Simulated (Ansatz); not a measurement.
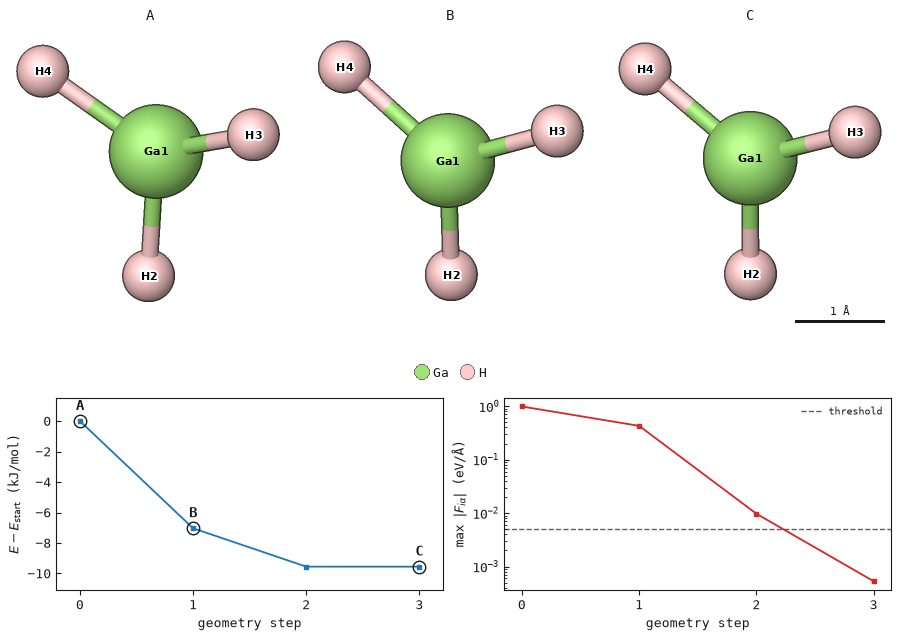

Frames of a relaxation of GaH3, marked on the history of the run. A ball-and-stick model, seen from a free direction.

It is one of the separated products of a reaction.

The calculation used RKS PBE0-D4/def2-TZVP (Ansatz 0.2.0). Settings: force threshold 0.005 eV/Å; at most 200 steps.

**What happens along the run?**

Over 3 geometry steps the energy falls by 9.55 kJ/mol. Largest force component: 0.99 eV/Å at the start, 0.00053 eV/Å at the end. Ga1 moves most after the best rigid fit: 0.14 Å. Largest moves by element: Ga 0.14 Å, H 0.05 Å. Some distances before and after: Ga1–H2 1.590 → 1.568 Å, Ga1–H3 1.574 → 1.568 Å. From step 0 to 1: Ga1 moves most (0.20 Å), energy −7.03 kJ/mol. From step 1 to 3: Ga1 moves most (0.06 Å), energy −2.52 kJ/mol.
